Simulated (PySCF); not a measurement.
# TPSSh/def2-TZVP run of CH5ClGe (SMILES [CH3][GeH2][Cl])

Aim: the vertical ionisation energy of CH5ClGe at TPSSh/def2-TZVP, from 2 runs. The job is set up through a Python script.

The results are computed with PySCF 2.14.0.

**1. The structure to begin with**

The species is CH5ClGe (8 atoms), meant as a singlet with charge 0. As SMILES, `[CH3][GeH2][Cl]`. The coordinates come from a PBE0-D4/def2-TZVP relaxation.

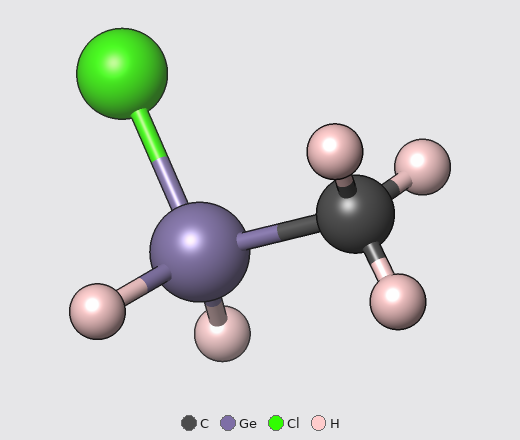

Viewed from a chosen angle; carbon dark grey, germanium purple, chlorine green, hydrogen pink.

**2. A single-point energy at TPSSh/def2-TZVP**

File calc.py:

```python
from pyscf import gto, dft

mol = gto.M(
    atom='''
C       -0.555000       0.817400      -0.373800
Ge       0.403000      -0.782100       0.161800
Cl       1.611700      -0.270600       1.883000
H        0.153800       1.604500      -0.630700
H       -1.187600       1.161200       0.444500
H       -1.180600       0.603500      -1.242400
H        1.379600      -1.278900      -0.914600
H       -0.532600      -1.912100       0.616400
''',
    charge=0,
    basis='def2-tzvp',
    spin=0,
    max_memory=1860,
    verbose=4,
)

ks = dft.RKS(mol, xc='tpssh')
ks.grids.level = 0
ks.conv_tol = 1e-10
ks.kernel()
if not ks.converged:
    ks = ks.newton().run(ks.mo_coeff, ks.mo_occ)

e_final = ks.e_tot
print('Final energy', e_final)
```

Launch:

```sh
$ OMP_NUM_THREADS=1 python calc.py
```

Output:

```text
PySCF version 2.14.0

[INPUT] num. atoms = 8
[INPUT] num. electrons = 60
[INPUT] charge = 0
[INPUT] spin (= nelec alpha-beta = 2S) = 0
[INPUT] symmetry False subgroup None
[INPUT] Mole.unit = angstrom
[INPUT] Symbol           X                Y                Z      unit          X                Y                Z       unit  Magmom
[INPUT]  1 C     -0.555000000000   0.817400000000  -0.373800000000 AA   -1.048797999134   1.544662134219  -0.706379625362 Bohr   0.0
[INPUT]  2 Ge     0.403000000000  -0.782100000000   0.161800000000 AA    0.761559628200  -1.477954802022   0.305757686955 Bohr   0.0
[INPUT]  3 Cl     1.611700000000  -0.270600000000   1.883000000000 AA    3.045671594962  -0.511359889307   3.558354292556 Bohr   0.0
[INPUT]  4 H      0.153800000000   1.604500000000  -0.630700000000 AA    0.290639877958   3.032065566865  -1.191850266763 Bohr   0.0
[INPUT]  5 H     -1.187600000000   1.161200000000   0.444500000000 AA   -2.244238745533   2.194349975845   0.839983262369 Bohr   0.0
[INPUT]  6 H     -1.180600000000   0.603500000000  -1.242400000000 AA   -2.231010662662   1.140449716175  -2.347795737160 Bohr   0.0
[INPUT]  7 H      1.379600000000  -1.278900000000  -0.914600000000 AA    2.607066161450  -2.416770740706  -1.728343513527 Bohr   0.0
[INPUT]  8 H     -0.532600000000  -1.912100000000   0.616400000000 AA   -1.006468133943  -3.613345322781   1.164827183182 Bohr   0.0

nuclear repulsion = 270.121469735037
number of shells = 60
number of NR pGTOs = 249
number of NR cGTOs = 146
basis = def2-tzvp
ecp = {}

******** <class 'pyscf.dft.rks.RKS'> ********
method = RKS
initial guess = minao
damping factor = 0
level_shift factor = 0
DIIS = <class 'pyscf.scf.diis.CDIIS'>
diis_start_cycle = 1
diis_space = 8
diis_damp = 0
SCF conv_tol = 1e-10
SCF conv_tol_grad = None
SCF max_cycles = 50
direct_scf = True
direct_scf_tol = 1e-13
XC library pyscf.dft.libxc version 7.0.0
    S. Lehtola, C. Steigemann, M. J.T. Oliveira, and M. A.L. Marques.,  SoftwareX 7, 1–5 (2018)
XC functionals = tpssh
radial grids:
    Treutler-Ahlrichs [JCP 102, 346 (1995); DOI:10.1063/1.469408] (M4) radial grids

becke partition: Becke, JCP 88, 2547 (1988); DOI:10.1063/1.454033
pruning grids: <function nwchem_prune>
grids dens level: 0
symmetrized grids: False
atomic radii adjust function: <function treutler_atomic_radii_adjust>
small_rho_cutoff = 0
Set gradient conv threshold to 1e-05
Initial guess from minao.
tot grids = 8264
init E= -2577.73127502738
  HOMO = -0.331021258361169  LUMO = -0.04162402311729  gap/eV = 7.87490
cycle= 1 E= -2578.29542496298  delta_E= -0.564  |g|= 0.889  |ddm|= 2.06
  HOMO = -0.236447345776966  LUMO = -0.0172374504910679  gap/eV = 5.96501
cycle= 2 E= -2578.207058758  delta_E= 0.0884  |g|= 1.21  |ddm|= 1.11
  HOMO = -0.284269066044568  LUMO = -0.00368751465467554  gap/eV = 7.63501
cycle= 3 E= -2578.38390036538  delta_E= -0.177  |g|= 0.0542  |ddm|=  0.7
  HOMO = -0.286194113127126  LUMO = -0.0108182677779141  gap/eV = 7.49336
cycle= 4 E= -2578.38450611428  delta_E= -0.000606  |g|= 0.0291  |ddm|= 0.0692
  HOMO = -0.286815339185978  LUMO = -0.00916908266652428  gap/eV = 7.55514
cycle= 5 E= -2578.38474804125  delta_E= -0.000242  |g|= 0.00505  |ddm|= 0.0267
  HOMO = -0.286472066948545  LUMO = -0.00885157052636387  gap/eV = 7.55444
cycle= 6 E= -2578.38475439273  delta_E= -6.35e-06  |g|= 0.00229  |ddm|= 0.00617
  HOMO = -0.286474026211432  LUMO = -0.00885347711831841  gap/eV = 7.55444
cycle= 7 E= -2578.38475560632  delta_E= -1.21e-06  |g|= 0.000309  |ddm|= 0.0016
  HOMO = -0.286505360306136  LUMO = -0.00889020440209265  gap/eV = 7.55429
cycle= 8 E= -2578.38475562753  delta_E= -2.12e-08  |g|= 7.39e-05  |ddm|= 0.000276
  HOMO = -0.286496020001532  LUMO = -0.00888560701246632  gap/eV = 7.55416
cycle= 9 E= -2578.38475562845  delta_E= -9.23e-10  |g|= 2.03e-05  |ddm|= 7.39e-05
  HOMO = -0.286498862707644  LUMO = -0.00888631023674691  gap/eV = 7.55422
cycle= 10 E= -2578.38475562856  delta_E= -1.14e-10  |g|= 3.16e-06  |ddm|= 2.07e-05
  HOMO = -0.286498598021703  LUMO = -0.00888625640904195  gap/eV = 7.55422
cycle= 11 E= -2578.38475562856  delta_E= -4.55e-13  |g|= 1.03e-06  |ddm|= 3.38e-06
  HOMO = -0.286498609361595  LUMO = -0.00888627848211954  gap/eV = 7.55422
Extra cycle  E= -2578.38475562857  delta_E= -8.19e-12  |g|= 1.25e-06  |ddm|= 1.26e-06
converged SCF energy = -2578.38475562857
Final energy -2578.384755628572
```

It took 11 s on 1 thread of Arm Neoverse V1, shared host; peak memory 0.59 GiB.

**3. The doublet cation**

File input.py:

```python
from pyscf import gto, dft

mol = gto.M(
    atom='''
C     -0.555000     0.817400    -0.373800
Ge     0.403000    -0.782100     0.161800
Cl     1.611700    -0.270600     1.883000
H      0.153800     1.604500    -0.630700
H     -1.187600     1.161200     0.444500
H     -1.180600     0.603500    -1.242400
H      1.379600    -1.278900    -0.914600
H     -0.532600    -1.912100     0.616400
''',
    spin=1,
    basis='def2-tzvp',
    max_memory=1860,
    charge=1,
    verbose=3,
)

myscf = dft.UKS(mol)
myscf.xc = 'tpssh'
myscf.conv_tol = 1e-10
myscf.grids.level = 0
myscf.kernel()
if not myscf.converged:
    myscf = myscf.newton().run(myscf.mo_coeff, myscf.mo_occ)

e_final = myscf.e_tot
print('E(%s) = %.9f' % ('TPSSH', e_final))
```

Launch:

```sh
$ OMP_NUM_THREADS=1 python input.py
```

Output:

```text
WARN: HOMO -0.331021258361169 >= LUMO -0.331021258361168

WARN: HOMO -0.5169540885277 >= LUMO -0.51669699910139

converged SCF energy = -2577.99847494823  <S^2> = 0.75560581  2S+1 = 2.005598
E(TPSSH) = -2577.998474948
```

Wall time 29 s (1 thread of Arm Neoverse V1, shared host); peak memory 0.6 GiB.

**4. What came out**

Level: TPSSh/def2-TZVP.

```
                                          quantity           value
                     singlet CH5ClGe: total energy  -2578.38476 Eh
                    singlet CH5ClGe: dipole moment          2.45 D
                      singlet CH5ClGe: HOMO energy        -7.80 eV
                      singlet CH5ClGe: LUMO energy        -0.24 eV
                    singlet CH5ClGe: HOMO–LUMO gap         7.55 eV
                      doublet cation: total energy  -2577.99847 Eh
doublet cation: HOMO energy (highest over α and β)       -14.20 eV
 doublet cation: LUMO energy (lowest over α and β)       -13.17 eV
                              doublet cation: ⟨S²⟩           0.756
vertical ionisation energy (to the doublet cation)       10.511 eV
```

What this shows: The vertical ionisation energy comes to 10.51 eV (242 kcal/mol). −ε(HOMO) before ionisation, 7.80 eV, is 2.72 eV below this ionisation energy. Mulliken charges (doublet cation) run from -0.40 on C1 to +0.35 on Ge2; they depend strongly on the basis.
